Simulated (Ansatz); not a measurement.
# AlN (triplet): inputs that go wrong at distance Al1–N2 = 4.930 Å

3 inputs are run for AlN (triplet) as typed; the log has to tell whether the result can be used and what must change.

Method: the settings change from run to run; program: Ansatz 0.2.0, Gaussian basis.

19 further runs of the same task are left out: 2 for a known fault of the program, 11 that didn't finish, 6 set aside as unsound or not needed.

### 1 The geometry

The geometry derives from a PBE0/def2-TZVP stationary point (not a proven minimum). One bond is set to the value named and the two fragments are kept rigid.

2 atoms, charge 0, spin multiplicity 3.

Atoms are counted from 1 here; the program's logs count them from 0.

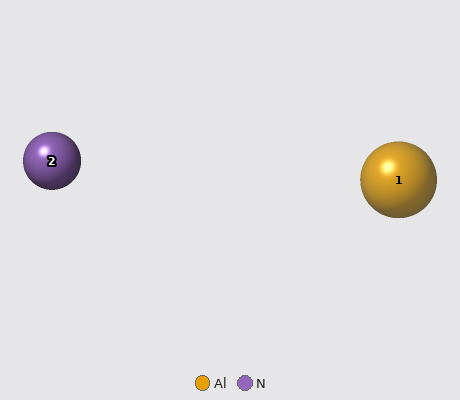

The geometry (aluminium amber, nitrogen purple); atoms are numbered from 1 in the order of the file.

Geometry (Å):

```xyz
2

Al    0.0000    0.0000    0.0000
N     0.0000    0.0000    4.9300
```

### 2 Attempt 1

File in.yaml:

```yaml
crystal:
  periodic: [false, false, false]
  atoms:
    - {symbol: Al, position_ang: [0.000000, 0.000000, 0.000000]}
    - {symbol: N, position_ang: [0.000000, 0.000000, 4.930000]}
basis:
  gaussian: {orbitals: 6-31G}
magnetization: {spin_polarized: false, initial_magnetization: 2}
correlation: {method: sc_nevpt2, electrons: all, active_space: {window: {electrons: 16, orbitals: 10}}}
output: {forces: true}
```

Command:

```sh
ansatz run in.yaml --threads 1 --pin off --events-out ev --progress --plain --max-ram 2393MiB
```

The log of the run:

```text
Functional definition: HF
  name "HF"
  cite "Fock, Z. Phys. 61, 126 (1930) doi:10.1007/BF01340294"
  parent pbe
  exchange = exact_x
  correlation = 0
270 factors; integrals over basis functions are off by at most 2.9e-4 eV
mean field evaluation 1: about -8054.5173 eV, gradient 1.8e1 eV
mean field evaluation 2: about -8054.5177 eV, gradient 1.8e1 eV
mean field evaluation 4: about -8054.4954 eV, gradient 1.8e1 eV
mean field evaluation 8: about -8056.5815 eV, gradient 3.2e-1 eV
mean field evaluation 16: about -8049.6092 eV, gradient 3.5e1 eV
mean field evaluation 32: about -8057.2014 eV, gradient 8.8e-1 eV
mean field evaluation 64: about -8055.6662 eV, gradient 2.1e1 eV
mean field evaluation 96: about -8057.2143 eV, gradient 3.3e-6 eV
mean field evaluation 128: about -8057.1655 eV, gradient 2.6e-2 eV
mean field evaluation 160: about -8057.1925 eV, gradient 5.1e-2 eV
mean field evaluation 192: about -8057.2060 eV, gradient 3.1e-2 eV
mean field evaluation 224: about -8057.1788 eV, gradient 5.6e-2 eV
mean field evaluation 256: about -8057.2093 eV, gradient 9.6e-1 eV
mean field evaluation 288: about -8057.2099 eV, gradient 2.2e-2 eV
mean field evaluation 320: about -8057.1391 eV, gradient 3.7e0 eV
mean field evaluation 352: about -8057.2146 eV, gradient 8.2e-2 eV
mean field evaluation 384: about -8057.1956 eV, gradient 1.3e0 eV
mean field evaluation 416: about -8057.1754 eV, gradient 3.8e-1 eV
mean field evaluation 448: about -8057.1924 eV, gradient 3.9e-4 eV
mean field evaluation 480: about -8057.1754 eV, gradient 4.6e-1 eV
mean field evaluation 512: about -8057.2057 eV, gradient 1.1e-2 eV
mean field evaluation 544: about -8041.2267 eV, gradient 3.9e1 eV
mean field -8057.21425761 eV, -296.0971625911 hartree, gradient 3.6e-6 eV, S^2 2.000000; 31 other end points of the search recorded, 0 dependent functions left out
reference -8057.21425761 eV, -296.0971625911 hartree; 11, 9 occupied and 11, 13 virtual orbitals, 270 factors
state -8061.00355537 eV, -296.2364167155 hartree
state -8061.00355537 eV, -296.2364167155 hartree; corrected -8062.00483247 eV, -296.2732129702 hartree
state -8057.56154505 eV, -296.1099251692 hartree
state -8057.56154505 eV, -296.1099251692 hartree; corrected -8058.69981044 eV, -296.1517556508 hartree
state -8061.00355537 eV, -296.2364167155 hartree; corrected -8062.00483247 eV, -296.2732129702 hartree
WARN: 6 active orbitals are nearly empty or full. The corrections depend on them more than the energy does, and are more stable in an active space without them
the calculation of the forces begins
Error: an active orbital is full or empty, and SC-NEVPT2 has no forces then: leave it out of the active space
```

Wall time 30 s (1 thread of Arm Neoverse V1, shared host).

What is wrong: The run stopped with an error. It says: «an active orbital is full or empty, and SC-NEVPT2 has no forces then: leave it out of the active space». Cure: drop the forces, or choose an active space whose orbitals are all partly filled.

### 3 Attempt 2

File in.yaml:

```yaml
crystal:
  periodic: [false, false, false]
  atoms:
    - {symbol: Al, position_ang: [0.000000, 0.000000, 0.000000]}
    - {symbol: N, position_ang: [0.000000, 0.000000, 4.930000]}
basis:
  gaussian: {orbitals: 6-31G, fitting: {mean_field: def2-universal-jkfit}, point_charges: [{charge: 0.50, position_ang: [4.000, -0.415, -0.177]}]}
magnetization: {spin_polarized: false, initial_magnetization: 2}
correlation: {method: mrci, electrons: valence}
scf: {lower_state_search: off}
output: {forces: true}
```

Launched as before.

The log of the run:

```text
Error: YAML parse error: error: line 9 column 23: unknown variant `mrci`, expected one of mp2, rpa, ccsd, ccsd_t, bccd, bccd_t, ccsdt, ccsdt_q, ccsdt_q_b, ccsdtq, fci, sc_nevpt2, fic_nevpt4_sd, fic_mrcisd_q, fic_mrcisd_q_relaxed
  --> <input>:9:23
   |
 7 |   gaussian: {orbitals: 6-31G, fitting: {mean_field: def2-universal-jkfit}, point_charge…
 8 | magnetization: {spin_polarized: false, initial_magnetization: 2}
 9 | correlation: {method: mrci, electrons: valence}
   |                       ^ unknown variant `mrci`, expected one of mp2, rpa, ccsd, ccsd_t, bccd, bccd_t, ccsdt, ccsdt_q, ccsdt_q_b, ccsdtq, fci, sc_nevpt2, fic_nevpt4_sd, fic_mrcisd_q, fic_mrcisd_q_relaxed
10 | scf: {lower_state_search: off}
11 | output: {forces: true}
   |
```

Wall time 0.03 s (1 thread of Arm Neoverse V1, shared host).

What is wrong: The run was refused. The method's name isn't one that the program knows. Fix: name one from the list in the message.

### 4 Attempt 3

File in.yaml:

```yaml
crystal:
  periodic: [false, false, false]
  atoms:
    - {symbol: Al, position_ang: [0.000000, 0.000000, 0.000000]}
    - {symbol: N, position_ang: [0.000000, 0.000000, 4.930000]}
basis:
  gaussian: {orbitals: def2-mTZVP}
correlation: {method: sc_nevpt2, electrons: valence, active_space: {window: {electrons: 4, orbitals: 4}}}
scf: {lower_state_search: light}
magnetization: {spin_polarized: true, initial_magnetization: 2}
```

The command is unchanged.

The log of the run:

```text
Error: invalid value for `correlation.active_space`: it starts from restricted Hartree–Fock orbitals; set hamiltonian.xc: hf without magnetization.spin_polarized
```

Wall time 0.03 s (1 thread of Arm Neoverse V1, shared host).

What is wrong: The run was refused. An active space is asked on unrestricted orbitals. Fix: drop spin_polarized: true.

### 5 Summary

```
attempt                   level                ended                                                                                                   cause    time
      1     NEVPT2(16,10)/6-31G  stopped by an error  an active orbital is full or empty, and SC-NEVPT2 has no forces then: leave it out of the active space    30 s
      2            'mrci'/6-31G              refused                                                      the method's name isn't one that the program knows  0.03 s
      3  NEVPT2(4,4)/def2-mTZVP              refused                                                       an active space is asked on unrestricted orbitals  0.03 s
```

1 stopped by an error, 2 refused.
